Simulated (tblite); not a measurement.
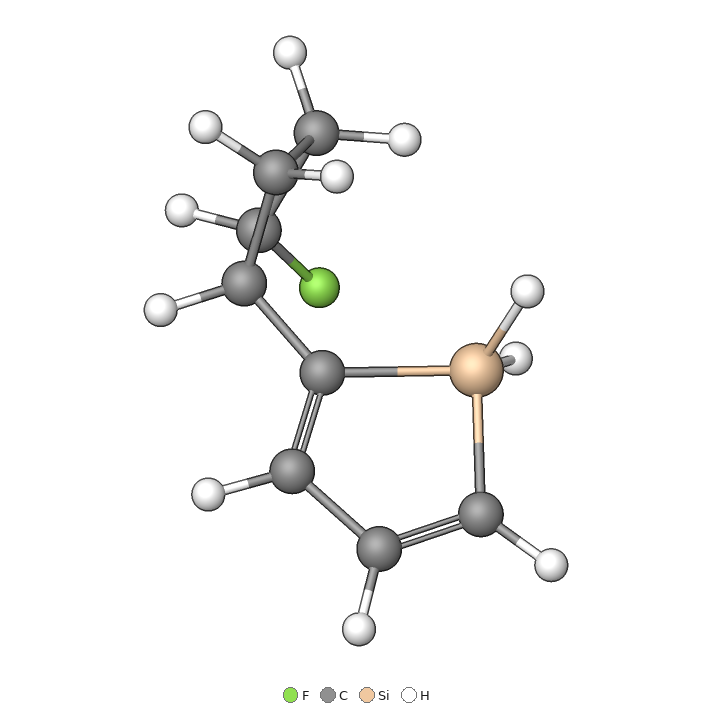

Figure made from data computed with tblite.

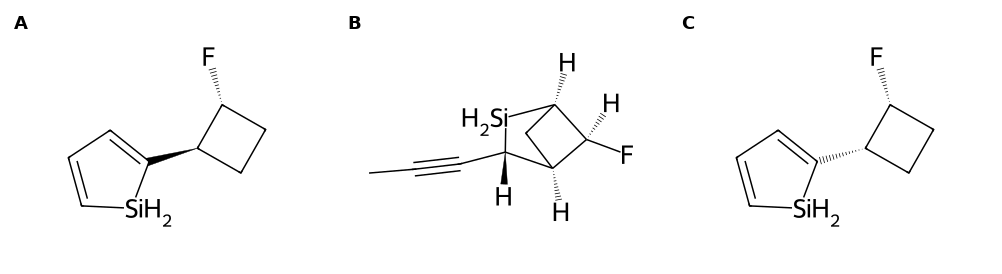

> Which structural formula matches the 3D model?

C, `F[C@@H]1CC[C@@H]1C1=CC=C[SiH2]1`.
